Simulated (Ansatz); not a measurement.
# Redistribution: C2H2F2 + CH3I → C2H2FI + CH3F

Species: C2H2F2 (1,2-difluoroethene) `F/C=C/F`, singlet; CH3I `CI`, singlet; C2H2FI `F/C=C/I`, singlet; CH3F (fluoromethane) `CF`, singlet. The partners trade F for I; both sit on C, so the bond types are kept.

Shapes, held fixed at every level: PBE0-D4/def2-TZVP. Programs: Ansatz 0.2.0. The zero-point and thermal change to 298 K, harmonic and unscaled (PBE0-D4/def2-TZVP), is +1.4 kJ/mol.

| level | kind | ΔH(298 K) (kJ/mol) | less CCSD(T)/def2-TZVPP | CPU time (sum over the molecules) |
| --- | --- | --- | --- | --- |
| SPW92/def2-TZVPP | LDA | +10.1 | +8.2 | 6.2 s |
| PBE-D4/def2-TZVPP | GGA | +6.0 | +4.1 | 11 s |
| B3LYP-D4/def2-TZVPP | global hybrid | +4.4 | +2.5 | 17 s |
| PBE0-D4/def2-TZVPP | global hybrid | +6.0 | +4.1 | 12 s |
| B2PLYP/def2-TZVPP | double hybrid | +3.5 | +1.6 | 22 s |
| CCSD/def2-SVP | coupled cluster or CI | +8.2 | +6.3 | – |
| CCSD(T)/def2-TZVPP | coupled cluster or CI | +1.9 | 0.0 | 4.1 min |

The highest level, CCSD(T)/def2-TZVPP, gives ΔH(298 K) = +1.9 kJ/mol; the levels span +1.9 to +10.1. That is about zero within the method's error. The column of differences is taken from that level and isn't an error. No measured value is set beside it here. For atoms past krypton def2 sets carry core potentials with scalar relativity. Outer-core shells of I are correlated in most correlated rows, in sets that cover them unevenly. Times are processor times on shared x86 and Arm servers, and rough.

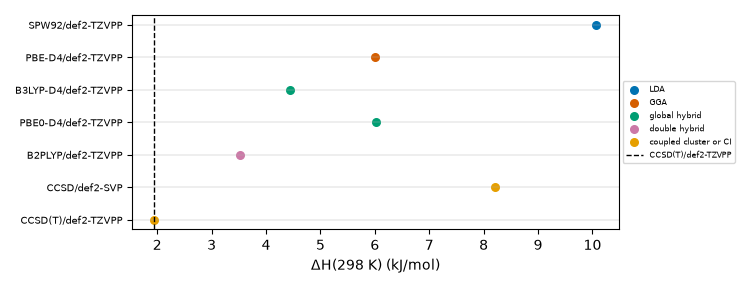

The values of the table, level by level.
